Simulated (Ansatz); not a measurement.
Single-point calculation of Sn22Cu2O48 (part 1 of 2)

Sn22Cu2O48 (defect cell, 72 atoms in the cell), computed with DFT, HSE06, PAW, plane waves (Ansatz 0.2.0).

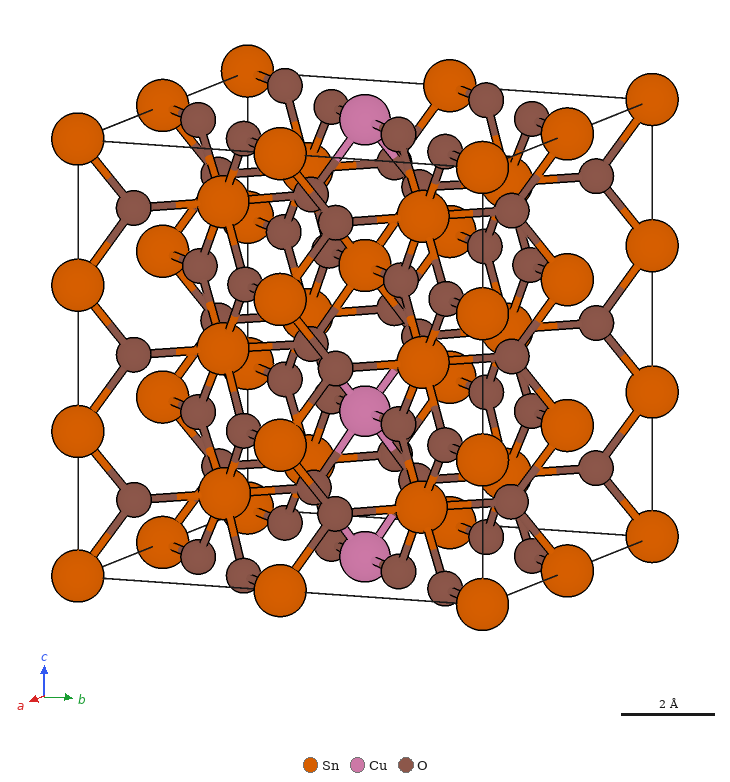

Figure 1. The structure as given in the input (ball-and-stick view of the cell of the calculation, seen slightly off an axis). Near neighbours in the crystal (not all of them lie inside the picture): Sn has 6 O at 2.05 to 2.15 Å; Cu has 6 O at 1.93 to 2.02 Å; O has 3 Sn at 2.05 to 2.15 Å; O has 1 Cu at 1.93 to 2.02 Å and 2 Sn at 2.07 to 2.12 Å; O has 2 Cu at 2.00 to 2.01 Å and 1 Sn at 2.10 Å.

## Key numbers

| quantity | value |
| --- | --- |
| outcome | converged |
| electrons treated | 634 |
| free energy | −173083.1444 eV |
| Fermi energy | 8.330 eV |
| largest force (length of the vector) | 0.395 eV/Å |
| hardware | 8 threads of Intel Xeon, 16 GiB of memory available, shared host |
| wall time | 19 min (CPU time 2.3 h) |
| peak memory | 6.6 GiB |

## Remarks

Warnings of the run: the gap may close elsewhere in the zone; the state was not tested for a lower one. The k-point mesh is coarse for a cell of this size, so the results may not be converged.

## Input
```yaml
crystal:
  lattice:
    - [9.538092, 0.000000, 0.000000]
    - [0.000000, 9.538092, 0.000000]
    - [0.000000, 0.000000, 9.636303]
  atoms:
    - { symbol: Sn, position: [0.000566, 0.999561, 0.001377] }
    - { symbol: Sn, position: [0.000689, 0.999684, 0.332120] }
    - { symbol: Sn, position: [0.000626, 0.999609, 0.666755] }
    - { symbol: Sn, position: [0.000668, 0.499623, 0.000415] }
    - { symbol: Sn, position: [0.000515, 0.499667, 0.333092] }
    - { symbol: Sn, position: [0.000605, 0.499636, 0.666745] }
    - { symbol: Sn, position: [0.500582, 0.999733, 0.000411] }
    - { symbol: Sn, position: [0.500616, 0.999574, 0.333095] }
    - { symbol: Sn, position: [0.500607, 0.999638, 0.666755] }
    - { symbol: Sn, position: [0.500619, 0.499629, 0.666754] }
    - { symbol: Sn, position: [0.261274, 0.260342, 0.166784] }
    - { symbol: Sn, position: [0.253460, 0.252511, 0.499733] }
    - { symbol: Sn, position: [0.253503, 0.252552, 0.833967] }
    - { symbol: Sn, position: [0.255816, 0.744411, 0.166726] }
    - { symbol: Sn, position: [0.253294, 0.747008, 0.498525] }
    - { symbol: Sn, position: [0.253223, 0.746932, 0.834939] }
    - { symbol: Sn, position: [0.745426, 0.254816, 0.166770] }
    - { symbol: Sn, position: [0.748042, 0.252284, 0.498561] }
    - { symbol: Sn, position: [0.747942, 0.252226, 0.834965] }
    - { symbol: Sn, position: [0.739917, 0.738978, 0.166709] }
    - { symbol: Sn, position: [0.747691, 0.746740, 0.499537] }
    - { symbol: Sn, position: [0.747747, 0.746776, 0.833763] }
    - { symbol: Cu, position: [0.500676, 0.499693, 0.000250] }
    - { symbol: Cu, position: [0.500564, 0.499562, 0.333282] }
    - { symbol: O, position: [0.159522, 0.158603, 0.002656] }
    - { symbol: O, position: [0.159552, 0.158609, 0.331020] }
    - { symbol: O, position: [0.154801, 0.153779, 0.666880] }
    - { symbol: O, position: [0.152785, 0.653316, 0.000978] }
    - { symbol: O, position: [0.152683, 0.653429, 0.332518] }
    - { symbol: O, position: [0.156006, 0.651221, 0.666675] }
    - { symbol: O, position: [0.654296, 0.151813, 0.001009] }
    - { symbol: O, position: [0.654429, 0.151676, 0.332543] }
    - { symbol: O, position: [0.652206, 0.155021, 0.666710] }
    - { symbol: O, position: [0.643529, 0.642427, 0.998050] }
    - { symbol: O, position: [0.643346, 0.642355, 0.335335] }
    - { symbol: O, position: [0.653298, 0.652374, 0.666690] }
    - { symbol: O, position: [0.357906, 0.356840, 0.998158] }
    - { symbol: O, position: [0.357715, 0.356871, 0.335442] }
    - { symbol: O, position: [0.347895, 0.346917, 0.666803] }
    - { symbol: O, position: [0.346800, 0.847591, 0.000947] }
    - { symbol: O, position: [0.346942, 0.847443, 0.332490] }
    - { symbol: O, position: [0.349042, 0.844223, 0.666786] }
    - { symbol: O, position: [0.848557, 0.345805, 0.000985] }
    - { symbol: O, position: [0.848447, 0.345936, 0.332516] }
    - { symbol: O, position: [0.845250, 0.348014, 0.666819] }
    - { symbol: O, position: [0.841619, 0.840706, 0.002476] }
    - { symbol: O, position: [0.841649, 0.840690, 0.330834] }
    - { symbol: O, position: [0.846428, 0.845458, 0.666629] }
    - { symbol: O, position: [0.100716, 0.405914, 0.166809] }
    - { symbol: O, position: [0.097323, 0.403005, 0.499890] }
    - { symbol: O, position: [0.097476, 0.403132, 0.833583] }
    - { symbol: O, position: [0.098505, 0.901750, 0.166750] }
    - { symbol: O, position: [0.098003, 0.902432, 0.498766] }
    - { symbol: O, position: [0.097791, 0.902219, 0.834722] }
    - { symbol: O, position: [0.589709, 0.410555, 0.166793] }
    - { symbol: O, position: [0.594529, 0.405042, 0.495662] }
    - { symbol: O, position: [0.595229, 0.405794, 0.837879] }
    - { symbol: O, position: [0.594291, 0.899489, 0.166693] }
    - { symbol: O, position: [0.597155, 0.902814, 0.499918] }
    - { symbol: O, position: [0.597206, 0.902880, 0.833622] }
    - { symbol: O, position: [0.406889, 0.099813, 0.166823] }
    - { symbol: O, position: [0.403984, 0.096396, 0.499880] }
    - { symbol: O, position: [0.404104, 0.096529, 0.833581] }
    - { symbol: O, position: [0.411527, 0.588704, 0.166704] }
    - { symbol: O, position: [0.406044, 0.593498, 0.495641] }
    - { symbol: O, position: [0.406709, 0.594176, 0.837870] }
    - { symbol: O, position: [0.902723, 0.097465, 0.166755] }
    - { symbol: O, position: [0.903430, 0.096975, 0.498785] }
    - { symbol: O, position: [0.903231, 0.096793, 0.834722] }
    - { symbol: O, position: [0.900493, 0.593406, 0.166690] }
    - { symbol: O, position: [0.903759, 0.596203, 0.499921] }
    - { symbol: O, position: [0.903877, 0.596269, 0.833611] }
  symmetry: { detect: false }
kpoints:
  mp_grid: { grid: [1, 1, 1], shift: [0.25, 0.25, 0.25] }
hamiltonian:
  xc: hse06
scf:
  occupations: { method: fermi_dirac, width: 0.01 }
output:
  forces: true
  eigenvalues: true
  populations: true
  eigenstates: { kpoints: [[0.25, 0.25, 0.25]], e_range: [-6.0, 6.0], localisation: true }
```

Launch command:
```bash
ansatz run in.yaml --threads 8 --pin off --max-ram 15200MiB --runs-dir r --events-out ev --progress --plain
```

## Log
```
Pseudopotentials: kind: paw
Functional definition: HSE06
  parameter a = 0.25
  parameter omega = 0.11/bohr
  exchange = pbe_x - a*pbe_x_sr(omega) + a*exact_x_sr(omega)
  correlation = pbe_c
Crystal: 72 atoms, lattice volume = 876.665 Å³
Basis set: ecut = 420 eV, 17113 PW (Γ), exchange–correlation on 128×128×144 points (8 copies of the dense FFT grid, shifted against one another)
Bands: 389, of which v1, the nominal top of the filled ones, is band 317 counted from 1 (316 counted from 0)
Symmetry: 1 space group operations
k-points: 1
Non-local potential: Sn, projectors of the file, l = 0: 2, l = 1: 2, l = 2: 2, l = 3: 2
Non-local potential: Cu, projectors of the file, l = 0: 3, l = 1: 2, l = 2: 3, l = 3: 1
Non-local potential: O, projectors of the file, l = 0: 2, l = 1: 2, l = 2: 1
PAW form: soft (Blöchl's): semilocal exchange-correlation on the pseudo side does not see the compensation charge
PAW frozen core: Sn, regenerated for the run's functional, and the local potential with it (the file was generated under x = pbe(κ = 0.804, μ = 0.2195149727645171), c = pbe(β = 0.06672455060314922))
PAW frozen core: Cu, regenerated for the run's functional, and the local potential with it (the file was generated under x = pbe(κ = 0.804, μ = 0.2195149727645171), c = pbe(β = 0.06672455060314922))
PAW frozen core: O, regenerated for the run's functional, and the local potential with it (the file was generated under x = pbe(κ = 0.804, μ = 0.2195149727645171), c = pbe(β = 0.06672455060314922))
PAW one-centre angular grid: Sn, 590 points (default); XC on 64 Gauss nodes
PAW one-centre angular grid: Cu, 590 points (default); XC on 64 Gauss nodes
PAW one-centre angular grid: O, 110 points (default); XC on 96 Gauss nodes
Initial density: superposition of atomic densities (neutral atoms: chi_scale 0, normalization atom), corrected by the library's trained network
Initial wavefunctions: pseudopotential atomic-orbital guess
Functional: x = pbe(κ = 0.804, μ = 0.2195149727645171), c = pbe(β = 0.06672455060314922), warm-up for x = pbe(κ = 0.804, μ = 0.2195149727645171) + 0.25 (exact − pbe) at short range (hse, ω = 0.20786987370883472 Å⁻¹), c = pbe(β = 0.06672455060314922); HSE06 as pw.x's `hse` composes it (authors' and Libxc's form: `xc: wpbeh`)
SCF iter   1: F=—  HF=-173006.459790 eV  |F-HF|=—  |Δ(HF+E_count)|=         —  Δρ=2.31e-2  dr2=4.51e0  ethr=1.77e-3  ⟨swp⟩=7.0  Hψ=1745  notcnv=0
preconditioner: auto → none  [insulator: Δε(μ)=0.188 eV  Ē_g=18.752 eV  σ=0.010 eV  W_gap=1.00  n_scr=250 (ndim 8)  ℏωp=31.2 eV  f_vac=0.037  D(μ)=0.03/eV (n_scr^D=0)]
SCF iter   2: F=—  HF=-173015.312924 eV  |F-HF|=—  |Δ(HF+E_count)|=    8.85e0  Δρ=9.16e-2  dr2=1.13e2  ethr=7.11e-4  ⟨swp⟩=8.0  Hψ=1143  notcnv=0  recentre
SCF iter   3: F=—  HF=-173006.226411 eV  |F-HF|=—  |Δ(HF+E_count)|=    9.09e0  Δρ=1.07e-2  dr2=1.73e0  ethr=7.11e-4  ⟨swp⟩=14.0  Hψ=1125  notcnv=0  defer=2
SCF iter   4: F=—  HF=-173006.046356 eV  |F-HF|=—  |Δ(HF+E_count)|=   1.80e-1  Δρ=6.23e-3  dr2=5.24e-1  ethr=2.73e-4  ⟨swp⟩=4.0  Hψ=795  notcnv=0  defer=2
SCF iter   5: F=—  HF=-173005.982372 eV  |F-HF|=—  |Δ(HF+E_count)|=   6.40e-2  Δρ=4.96e-3  dr2=2.72e-1  ethr=8.27e-5  ⟨swp⟩=10.0  Hψ=910  notcnv=0  defer=2
SCF iter   6: F=—  HF=-173005.990562 eV  |F-HF|=—  |Δ(HF+E_count)|=   8.19e-3  Δρ=1.04e-2  dr2=1.01e0  ethr=4.29e-5  ⟨swp⟩=19.0  Hψ=970  notcnv=0  defer=1  recentre
SCF iter   7: F=—  HF=-173005.957638 eV  |F-HF|=—  |Δ(HF+E_count)|=   3.29e-2  Δρ=4.02e-3  dr2=1.22e-1  ethr=4.29e-5  ⟨swp⟩=5.0  Hψ=812  notcnv=0  defer=1
SCF iter   8: F=—  HF=-173005.972404 eV  |F-HF|=—  |Δ(HF+E_count)|=   1.48e-2  Δρ=7.44e-3  dr2=4.51e-1  ethr=1.92e-5  ⟨swp⟩=5.0  Hψ=834  notcnv=0  defer=1  recentre
SCF iter   9: F=—  HF=-173005.951327 eV  |F-HF|=—  |Δ(HF+E_count)|=   2.11e-2  Δρ=1.37e-3  dr2=1.57e-2  ethr=1.92e-5  ⟨swp⟩=5.0  Hψ=788  notcnv=0  defer=1
SCF iter  10: F=—  HF=-173005.950884 eV  |F-HF|=—  |Δ(HF+E_count)|=   4.44e-4  Δρ=9.16e-4  dr2=6.25e-3  ethr=2.48e-6  ⟨swp⟩=20.0  Hψ=910  notcnv=1  defer=1
SCF iter  11: F=—  HF=-173005.950497 eV  |F-HF|=—  |Δ(HF+E_count)|=   3.86e-4  Δρ=4.73e-4  dr2=1.64e-3  ethr=9.86e-7  ⟨swp⟩=9.0  Hψ=808  notcnv=0  defer=3
SCF iter  12: F=—  HF=-173005.950381 eV  |F-HF|=—  |Δ(HF+E_count)|=   1.16e-4  Δρ=2.02e-4  dr2=2.06e-4  ethr=2.59e-7  ⟨swp⟩=5.0  Hψ=721  notcnv=0  defer=1
SCF iter  13: F=—  HF=-173005.950373 eV  |F-HF|=—  |Δ(HF+E_count)|=   7.64e-6  Δρ=2.10e-4  dr2=3.14e-4  ethr=3.24e-8  ⟨swp⟩=6.0  Hψ=829  notcnv=0  defer=1
SCF iter  14: F=—  HF=-173005.950354 eV  |F-HF|=—  |Δ(HF+E_count)|=   1.94e-5  Δρ=7.25e-5  dr2=3.96e-5  ethr=3.24e-8  ⟨swp⟩=4.0  Hψ=714  notcnv=0  defer=1
SCF iter  15: F=—  HF=-173005.950355 eV  |F-HF|=—  |Δ(HF+E_count)|=   1.43e-6  Δρ=9.52e-5  dr2=8.02e-5  ethr=6.24e-9  ⟨swp⟩=4.0  Hψ=717  notcnv=0  defer=1
SCF iter  16: F=—  HF=-173005.950353 eV  |F-HF|=—  |Δ(HF+E_count)|=   2.22e-6  Δρ=2.71e-5  dr2=4.37e-6  ethr=6.24e-9  ⟨swp⟩=3.0  Hψ=709  notcnv=0  defer=1
SCF iter  17: F=—  HF=-173005.950353 eV  |F-HF|=—  |Δ(HF+E_count)|=   1.33e-7  Δρ=1.64e-5  dr2=1.64e-6  ethr=6.89e-10  ⟨swp⟩=4.0  Hψ=711  notcnv=0  defer=1
SCF iter  18: F=—  HF=-173005.950353 eV  |F-HF|=—  |Δ(HF+E_count)|=   1.16e-7  Δρ=1.98e-5  dr2=3.01e-6  ethr=2.59e-10  ⟨swp⟩=4.0  Hψ=714  notcnv=0  defer=1
SCF iter  19: F=—  HF=-173005.950353 eV  |F-HF|=—  |Δ(HF+E_count)|=   5.54e-8  Δρ=8.92e-6  dr2=5.16e-7  ethr=2.59e-10  ⟨swp⟩=4.0  Hψ=712  notcnv=0  defer=1
SCF iter  20: F=—  HF=-173005.950353 eV  |F-HF|=—  |Δ(HF+E_count)|=   4.51e-9  Δρ=5.27e-6  dr2=1.67e-7  ethr=8.14e-11  ⟨swp⟩=3.0  Hψ=709  notcnv=0  defer=1
Initial density: handed on by an earlier stage of this run
Initial wavefunctions: those handed on with the density
Functional: x = pbe(κ = 0.804, μ = 0.2195149727645171) + 0.25 (exact − pbe) at short range (hse, ω = 0.20786987370883472 Å⁻¹), c = pbe(β = 0.06672455060314922); HSE06 as pw.x's `hse` composes it (authors' and Libxc's form: `xc: wpbeh`)
Exchange kernel: α = 0.2500, screened, ω = 0.2079 Å⁻¹, Wigner–Seitz truncation, v(0) = 883.5903 eV·Å³, q-mesh 1×1×1, nearest image of the exchange supercell L = 9.54 Å, pair-density grid 48×48×48, without the augmentation charges, whose exchange is taken in its separable form (sized by the pseudopotential files, 64×64×72 at the most), smooth part of the exchange summed in real space on grids 66×66
Frozen-core exchange: fock
preconditioner: auto → none  [insulator: Δε(μ)=0.696 eV  Ē_g=21.399 eV  σ=0.010 eV  W_gap=1.00  n_scr=250 (ndim 8)  ℏωp=31.2 eV  f_vac=0.035  D(μ)=0.00/eV (n_scr^D=0)]
Mixer restart at iter 12: flushing history
hybrid outer 1: dexx = +5.085e-1 eV, tail = 1.61e-3 eV
preconditioner: auto → none  [insulator: Δε(μ)=0.960 eV  Ē_g=21.438 eV  σ=0.010 eV  W_gap=1.00  n_scr=250 (ndim 8)  ℏωp=31.2 eV  f_vac=0.041  D(μ)=0.00/eV (n_scr^D=0)]
hybrid outer 2: dexx = +4.546e-5 eV, tail = 1.70e-5 eV, Δε = 6.79e-3 eV (about 8.14e-3 eV left of the loop's levels), ΔF = 1.38e-2 eV/Å (tail 3.50e-1)
preconditioner: auto → none  [insulator: Δε(μ)=0.959 eV  Ē_g=21.438 eV  σ=0.010 eV  W_gap=1.00  n_scr=250 (ndim 8)  ℏωp=31.2 eV  f_vac=0.041  D(μ)=0.00/eV (n_scr^D=0)]
hybrid outer 3: dexx = +1.564e-6 eV, tail = 1.07e-7 eV, Δε = 3.13e-4 eV (about 5.09e-4 eV left of the loop's levels), ΔF = 6.17e-4 eV/Å (tail 1.83e-3)
hybrid outer 4: dexx = +2.080e-5 eV, tail = 6.18e-7 eV, Δε = 3.13e-5 eV (about 3.65e-5 eV left of the loop's levels), ΔF = 2.92e-4 eV/Å (tail 3.62e-3)
hybrid outer 5: dexx = +4.595e-4 eV, tail = 1.93e-4 eV, Δε = 9.27e-4 eV (about 4.11e-3 eV left of the loop's levels), ΔF = 1.89e-3 eV/Å (tail 3.95e-2)
Mixer restart at iter 16: flushing history
Mixer restart at iter 24: flushing history
hybrid outer 6: dexx = +4.457e-4 eV, tail = 2.05e-5 eV, Δε = 1.66e-3 eV (about 2.41e-3 eV left of the loop's levels), ΔF = 2.05e-3 eV/Å (tail 1.82e-2)
hybrid outer 7: dexx = +5.270e-3 eV, tail = 4.08e-3 eV, Δε = 9.41e-3 eV (about 5.68e-2 eV left of the loop's levels), ΔF = 7.35e-3 eV/Å (tail 1.29e-1)
preconditioner: auto → none  [insulator: Δε(μ)=0.963 eV  Ē_g=21.438 eV  σ=0.010 eV  W_gap=1.00  n_scr=250 (ndim 8)  ℏωp=31.2 eV  f_vac=0.041  D(μ)=0.00/eV (n_scr^D=0)]
hybrid outer 8: dexx = +3.937e-6 eV, tail = 2.21e-4 eV, Δε = 8.06e-3 eV (about 3.72e-1 eV left of the loop's levels), ΔF = 2.71e-3 eV/Å (tail 1.89e-1)
preconditioner: auto → none  [insulator: Δε(μ)=0.964 eV  Ē_g=21.438 eV  σ=0.010 eV  W_gap=1.00  n_scr=250 (ndim 8)  ℏωp=31.2 eV  f_vac=0.041  D(μ)=0.00/eV (n_scr^D=0)]
hybrid outer 9: dexx = +4.900e-7 eV, tail = 2.27e-5 eV, Δε = 1.70e-3 eV (about 7.85e-2 eV left of the loop's levels), ΔF = 1.09e-3 eV/Å (tail 7.58e-2)
hybrid outer 10: dexx = +2.649e-7 eV, tail = 1.61e-5 eV, Δε = 6.03e-4 eV (about 2.78e-2 eV left of the loop's levels), ΔF = 3.62e-4 eV/Å (tail 4.87e-2)
hybrid outer 11: dexx = +6.752e-4 eV, tail = 7.10e-4 eV, Δε = 2.61e-3 eV (about 5.19e-1 eV left of the loop's levels), ΔF = 4.01e-3 eV/Å (tail 7.96e-1)
preconditioner: auto → none  [insulator: Δε(μ)=0.966 eV  Ē_g=21.438 eV  σ=0.010 eV  W_gap=1.00  n_scr=250 (ndim 8)  ℏωp=31.2 eV  f_vac=0.041  D(μ)=0.00/eV (n_scr^D=0)]
```
